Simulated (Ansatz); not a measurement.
# GaSiH4OF (SMILES [OH][GaH][SiH2]F) at SVWN5/cc-pVDZ

What is the energy change on altering one bond length of GaSiH4OF at SVWN5/cc-pVDZ? 

Program for the calculation: Ansatz 0.2.0.

101 further runs of the same task are left out: 101 set aside as unsound or not needed. Runs told in other sessions of the task aren't counted.

### Step 1. The system as given

GaSiH4OF: 8 atoms, total charge 0, spin state singlet. SMILES: `[OH][GaH][SiH2]F`. The coordinates come from a PBE0-D4/def2-TZVP relaxation. This is one conformer, not always the lowest.

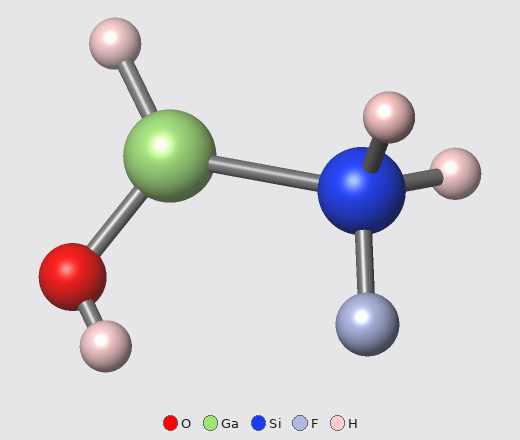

The structure, seen from a chosen angle (oxygen red, gallium green, silicon blue, fluorine light blue, hydrogen pink).

### Step 2. The energy at SVWN5/cc-pVDZ

run.yaml

```yaml
basis:
  gaussian:
    orbitals: cc-pVDZ
crystal:
  periodic: [false, false, false]
  atoms:
    - {symbol: O, position_ang: [-2.152600, 0.668300, 0.454500]}
    - {symbol: Ga, position_ang: [-0.411400, 1.077100, 0.391700]}
    - {symbol: Si, position_ang: [1.066700, -0.691400, -0.347100]}
    - {symbol: F, position_ang: [0.165400, -1.990600, -0.663200]}
    - {symbol: H, position_ang: [-2.350300, -0.231700, 0.185400]}
    - {symbol: H, position_ang: [-0.099500, 2.542900, 0.831400]}
    - {symbol: H, position_ang: [2.066800, -1.082700, 0.683500]}
    - {symbol: H, position_ang: [1.806900, -0.348800, -1.592100]}
total_charge: 0
accuracy: high
output: {orbitals: {seedname: orbitals}}
hamiltonian:
  xc: {name: SVWN5}
```

Command:

```
ansatz run run.yaml --threads 1 --pin off --max-ram 2610MiB --events-out events.jsonl --progress --plain --runs-dir runs
```

The log of the run:

```text
Warning: RAYON_NUM_THREADS=1 ignored (pool sized by the plan → 1); use --threads N
Functional definition: SVWN5
  name "SVWN5"
  exchange = slater_x
  correlation = vwn5_c
2087 factors; integrals over basis functions are off by at most 4.4e-9 eV
mean field evaluation 1: about -64931.7136 eV, gradient 6.5e1 eV
mean field evaluation 2: about -64826.0002 eV, gradient 1.9e2 eV
mean field evaluation 4: about -64938.5954 eV, gradient 2.1e1 eV
mean field evaluation 8: about -64939.3471 eV, gradient 8.7e-1 eV
mean field evaluation 16: about -64939.3449 eV, gradient 2.2e-4 eV
mean field -64939.34493228 eV, -2386.4769087922 hartree, gradient 4.9e-8 eV, S^2 0.000000; 0 other end points of the search recorded, 0 dependent functions left out
reference -64939.34493612 eV, -2386.4769089334 hartree; 33, 33 occupied and 60, 60 virtual orbitals, 2087 factors
Total energy: -64939.34493612 eV, -2386.4769089334 hartree
```

It took 6.9 s on 1 thread of Arm Neoverse V1, shared host; peak memory 0.23 GiB.

### Step 3. The distorted shape at the same level

in.yaml

```yaml
crystal:
  periodic: [false, false, false]
  atoms:
    - symbol: O
      position_ang: [-2.302611, 0.726994, 0.299914]
    - symbol: Ga
      position_ang: [-0.561411, 1.135794, 0.237114]
    - symbol: Si
      position_ang: [0.916689, -0.632706, -0.501686]
    - symbol: F
      position_ang: [0.015389, -1.931906, -0.817786]
    - symbol: H
      position_ang: [-2.500311, -0.173006, 0.030814]
    - symbol: H
      position_ang: [-0.249511, 2.601594, 0.676814]
    - symbol: H
      position_ang: [2.066800, -1.082700, 0.683500]
    - symbol: H
      position_ang: [1.656889, -0.290106, -1.746686]
basis:
  gaussian:
    orbitals: cc-pVDZ
hamiltonian:
  xc: {name: SVWN5}
accuracy: high
output: {orbitals: {seedname: orbitals}}
```

Command:

```
ansatz run in.yaml --threads 1 --pin off --max-ram 2610MiB --events-out events.jsonl --progress --plain --runs-dir runs
```

The log of the run:

```text
Warning: RAYON_NUM_THREADS=1 ignored (pool sized by the plan → 1); use --threads N
Functional definition: SVWN5
  name "SVWN5"
  exchange = slater_x
  correlation = vwn5_c
2081 factors; integrals over basis functions are off by at most 4.6e-9 eV
mean field evaluation 1: about -64931.5316 eV, gradient 6.5e1 eV
mean field evaluation 2: about -64822.6713 eV, gradient 1.9e2 eV
mean field evaluation 4: about -64938.2831 eV, gradient 2.2e1 eV
mean field evaluation 8: about -64939.1160 eV, gradient 9.0e-1 eV
mean field evaluation 16: about -64939.1140 eV, gradient 1.1e-4 eV
mean field -64939.11398272 eV, -2386.4684215524 hartree, gradient 8.9e-9 eV, S^2 0.000000; 0 other end points of the search recorded, 0 dependent functions left out
reference -64939.11398658 eV, -2386.4684216943 hartree; 33, 33 occupied and 60, 60 virtual orbitals, 2081 factors
Total energy: -64939.11398658 eV, -2386.4684216943 hartree
```

Wall time 6.9 s (1 thread of Arm Neoverse V1, shared host); peak memory 0.23 GiB.

### Step 4. Outcome

At SVWN5/cc-pVDZ:

```
                                                          quantity           value
                                         first shape: total energy  -2386.47691 Eh
                                          first shape: HOMO energy        -6.46 eV
                                          first shape: LUMO energy        -2.51 eV
                                        first shape: HOMO–LUMO gap         3.95 eV
                                     distorted shape: total energy  -2386.46842 Eh
                                      distorted shape: HOMO energy        -6.50 eV
                                      distorted shape: LUMO energy        -2.59 eV
                                    distorted shape: HOMO–LUMO gap         3.91 eV
energy change with the Si3–H7 bond stretched from 1.488 to 1.712 Å        0.231 eV
```

With the Si3–H7 bond stretched from 1.488 to 1.712 Å the energy rises by 0.23 eV (22.3 kJ/mol). The first shape isn't relaxed at this level, so the change isn't measured from a minimum.
